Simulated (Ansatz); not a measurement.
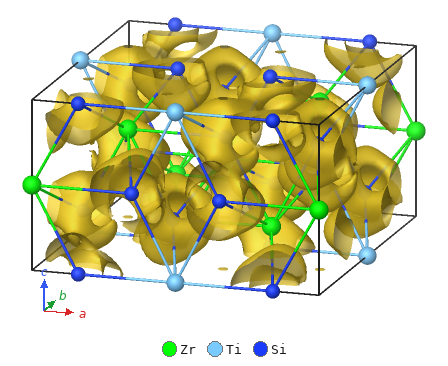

*Zr3TiSi8. Isosurface of the ELF at 0.65 (yellow), seen slightly off an axis. Only the valence region is drawn (cores and ρ < 0.01 e/Å³ removed). Sticks mark near contacts.*

Space group C222; a structure generated by program, which may or may not match a known phase; computed without spin polarisation.

Computed with DFT PBE, scalar-relativistic, plane waves, PAW (Ansatz).

Q: Identify the bonds, lone pairs and shells in this picture.

A: The ELF exceeds this value in channels that run through the cell in one direction, counted in one cell of 24 atoms. Any copies at cell faces, edges or corners count once.

Values along the shortest contacts:
Ti–Si (2.62 Å): the ELF peaks at about 0.75 in the valence shell of Si, 0.9 Å from its nucleus, and is about 0.40 at the midpoint. Zr–Si (2.67 Å): the ELF peaks at about 0.80 in the valence shell of Si, 0.9 Å from its nucleus, and is about 0.35 at the midpoint.
